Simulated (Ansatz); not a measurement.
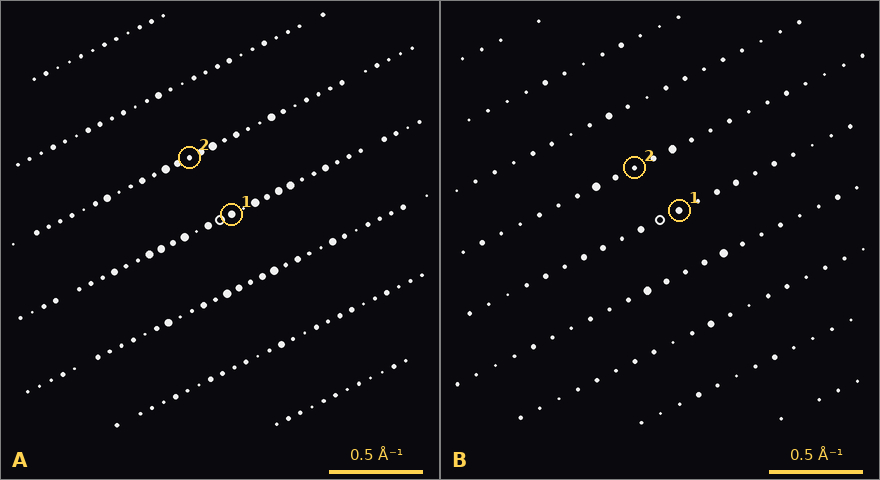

Kinematic electron diffraction patterns (200 kV, B = 0.5 Å², same scale) along [110] of the run's own cell, for the start and the end of one relaxation of SrWI with Ansatz 0.2.0, DFT, PAW plane waves, pbe. k mesh 8×8×4. The start is a generated model structure, and the relaxation ends in the nearest stationary point of its symmetry, not necessarily the ground state. Spot 1 is 0 0 -1 and spot 2 is -1 1 0 in both.

Start structure:

```
CELL_PARAMETERS angstrom
4.52093 0.00000 0.00000
0.00000 4.52093 0.00000
0.00000 0.00000 8.73985
ATOMIC_POSITIONS crystal
Sr 0.00000 0.50000 0.20000
Sr 0.50000 0.00000 0.80000
W 0.00000 0.00000 0.00000
W 0.50000 0.50000 0.00000
I 0.00000 0.50000 0.70000
I 0.50000 0.00000 0.30000
```

Q: Which pattern belongs to the start structure, and which to the relaxed one?

A: B is the start: its cell gives d(1) = 8.740 Å, d(2) = 3.197 Å and an angle of 90.0°. A is the relaxed structure, with d(1) = 14.166 Å (+62.1 %), d(2) = 2.668 Å (-16.5 %) and 90.0°.

Q: Name reflections whose intensity changes strongly on relaxation.

A: 1 -1 -7 goes from 2.6 to 69 % of the strongest spot; 0 0 9 goes from 2 to 53 % of the strongest spot; 0 0 5 goes from 5.6 to 77 % of the strongest spot.

Q: What did the relaxation do to the structure and the energy?

A: The volume changed by +12.9 % to 33.62 Å³ an atom; with the mean shift removed, the atoms moved by up to 0.64 Å relative to the cell (I most); the space group stayed P4/nmm (No. 129); the free energy fell by 1400 meV an atom. Relaxed cell: a = 3.774 Å, b = 3.774 Å, c = 14.166 Å, α = 90.00°, β = 90.00°, γ = 90.00°.
